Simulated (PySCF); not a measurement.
**Excited-state calculation, with input and output: C3H9Ga**

C3H9Ga, SMILES CC[CH2][GaH2], computed with TDDFT B3LYP/def2-SVPD, vertical, gas phase, core orbitals frozen in the response (PySCF 2.14.0).

The geometry comes from this level: PBE0-D3(BJ)/def2-SVP.

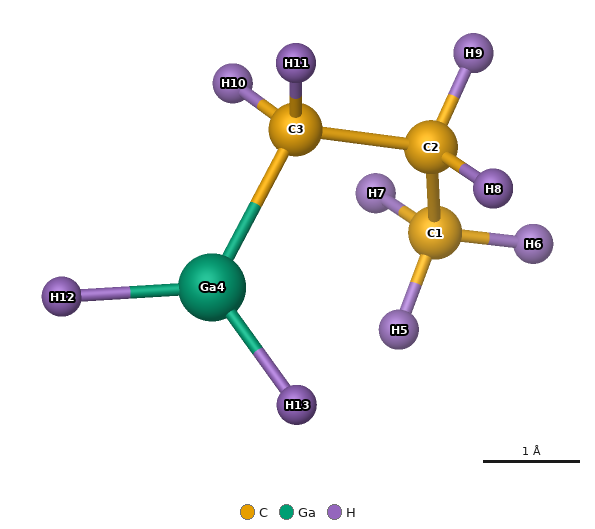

Fig. 1: The structure (ball-and-stick view, seen at a tilt; atoms are numbered from 1 in the order of the input). Sticks mark near contacts. Bond lengths as drawn: C–C 1.52 to 1.53 Å, C–Ga 1.98 Å, C–H 1.10 to 1.11 Å and Ga–H 1.58 Å.

**Input file**
```
{"job": {"kind": "uv", "xc": "B3LYP", "basis": "def2-SVPD", "ip": true}, "charge": 0, "multiplicity": 1}
C     -1.350168     0.280046    -1.014408
C     -0.849230    -0.335003     0.283432
C      0.605197    -0.790916     0.202174
Ga     1.923846     0.650327    -0.102505
H     -0.760288     1.173574    -1.286021
H     -2.402186     0.595928    -0.942834
H     -1.272410    -0.433742    -1.850879
H     -0.963364     0.400098     1.099181
H     -1.500198    -1.185792     0.554009
H      0.734231    -1.567318    -0.572756
H      0.916426    -1.275498     1.147927
H      3.352459     0.336078    -0.690746
H      1.572148     2.135314     0.301705
```

The first line tells a small driver script what to run in PySCF; the rest is the geometry in Å.

Machine: 1 CPU thread, shared host.

Launch command:
```bash
OMP_NUM_THREADS=1 python <driver script> task.json out
```

**What the program printed**
```
coarse grid: 45208 points
cycle   1  E = -2044.2212646468  dE = -4.819e-01  |g| = 6.559e-01  |ddm| = 4.315e+00
cycle   2  E = -2044.1517907367  dE =  6.947e-02  |g| = 8.964e-01  |ddm| = 1.686e+00
cycle   3  E = -2044.2970872378  dE = -1.453e-01  |g| = 5.067e-02  |ddm| = 1.075e+00
cycle   4  E = -2044.2976995118  dE = -6.123e-04  |g| = 2.897e-02  |ddm| = 1.089e-01
cycle   5  E = -2044.2978898340  dE = -1.903e-04  |g| = 4.024e-03  |ddm| = 3.339e-02
cycle   6  E = -2044.2978937758  dE = -3.942e-06  |g| = 9.556e-04  |ddm| = 7.618e-03
final grid: 95264 points
cycle   7  E = -2044.2978441317  dE = -6.063e-08  |g| = 1.093e-03  |ddm| = 9.550e-03
cycle   8  E = -2044.2978440024  dE =  1.293e-07  |g| = 1.318e-03  |ddm| = 3.157e-03
cycle   9  E = -2044.2978444330  dE = -4.306e-07  |g| = 9.691e-05  |ddm| = 1.622e-03
cycle  10  E = -2044.2978444356  dE = -2.627e-09  |g| = 1.698e-05  |ddm| = 1.654e-04
cycle  11  E = -2044.2978444357  dE = -8.504e-11  |g| = 3.628e-06  |ddm| = 2.771e-05
```

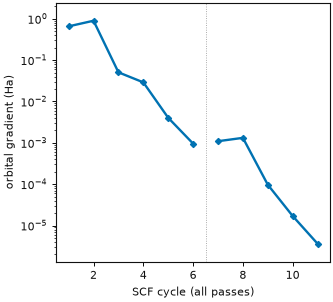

Fig. 2: Convergence of the self-consistent field: orbital gradient against the SCF cycle. The dotted line marks the change from a coarse to the final integration grid. The first 6 cycles use a coarse grid, the final grid takes over at cycle 7, and the field converges after 11 cycles in all.

```
converged SCF energy = -2044.2978444357

Static polarisability (au): isotropic 69.677, principal 59.474 68.087 81.469

Singlet excitations
state   eV       nm        f      main configurations
  1   4.5454    272.8   0.00126   H->L 1.00
  2   5.2007    238.4   0.00012   H-1->L 1.00
  3   6.6852    185.5   0.00660   H->L+1 0.94
  4   6.7216    184.5   0.00049   H-2->L 0.95
  5   6.9191    179.2   0.00038   H-3->L 0.96
  6   7.2602    170.8   0.15230   H->L+2 0.78, H-4->L 0.14
  7   7.4122    167.3   0.07333   H-4->L 0.83, H->L+2 0.12
  8   7.4505    166.4   0.06735   H-1->L+1 0.96
  9   7.5573    164.1   0.00181   H->L+3 0.95
 10   7.6952    161.1   0.06831   H->L+4 0.83, H->L+5 0.09

Triplet excitations (Tamm-Dancoff, eV): 4.2382 4.7535 6.3598 6.6337
Vertical ionisation energy (delta-SCF) = 9.5334 eV
Vertical electron affinity (delta-SCF) = -0.2269 eV
```

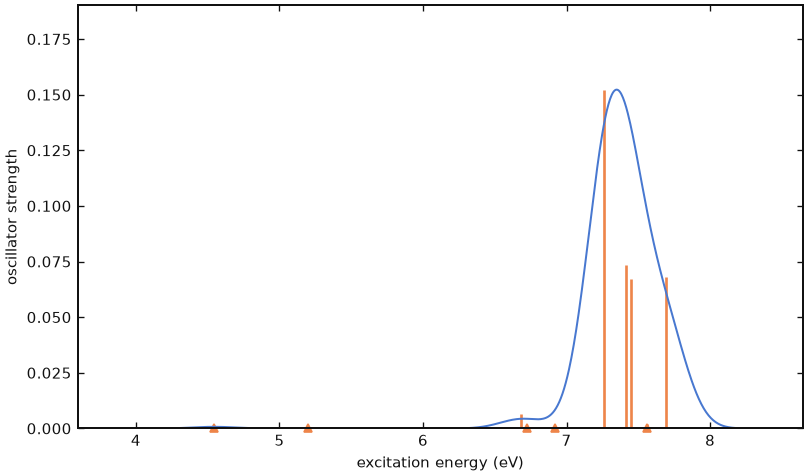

Fig. 3: Computed excitations as sticks (degenerate states added up, dark ones marked on the axis), with a Gaussian envelope of 0.35 eV full width at half maximum, scaled to the tallest. Of the 10 states the lowest lies at 4.55 eV (f = 0.001); the strongest line is at 7.26 eV, or 171 nm (f = 0.152).

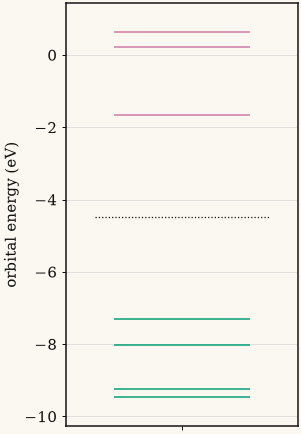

Fig. 4: Orbital energies near the frontier; the dotted line parts filled from empty levels, and levels within 0.02 eV of each other stand side by side. Highest filled −7.32 eV, lowest empty −1.65 eV, 5.67 eV apart.

**Summary**

- outcome: converged
- total energy: −2044.297844 hartree
- HOMO: −7.32 eV
- LUMO: −1.65 eV
- dipole moment: 0.92 D
- mean polarisability: 69.68 a.u.
- vertical ionisation energy: 9.53 eV
- vertical electron affinity: −0.23 eV
- lowest singlet excitation: 4.55 eV
- wall time: 1.7 min
- peak memory: 0.78 GiB

Spin–orbit coupling is left out, which matters for the heavy atoms.
